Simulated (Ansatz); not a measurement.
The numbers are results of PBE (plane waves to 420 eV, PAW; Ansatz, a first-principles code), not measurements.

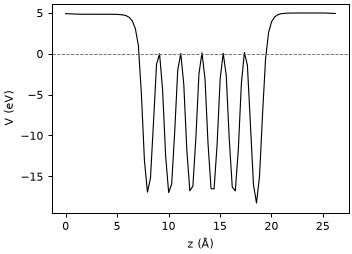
*Electrostatic potential energy of an electron, averaged over planes parallel to the surface, in eV from the Fermi level, for a constructed model of the (111) surface of fcc Cu, p(2x2) surface alloy, Au on one Cu site of the top plane (bottom of the slab: a bare face, its two planes held)*

Set-up: 24 atoms, 10.5 Å thick at the start (thin: gaps and levels are the slab's own); mesh 9x9x1; 0.1 eV smearing; dipole correction on; 8 atoms held, the rest relaxed; symmetry of the start imposed; no spin, no spin-orbit, no U. It is one candidate, not shown to be the stable structure of the face.

The vacuum level lies 4.97 eV above the Fermi level over the top face and 4.82 eV above it under the bottom face.
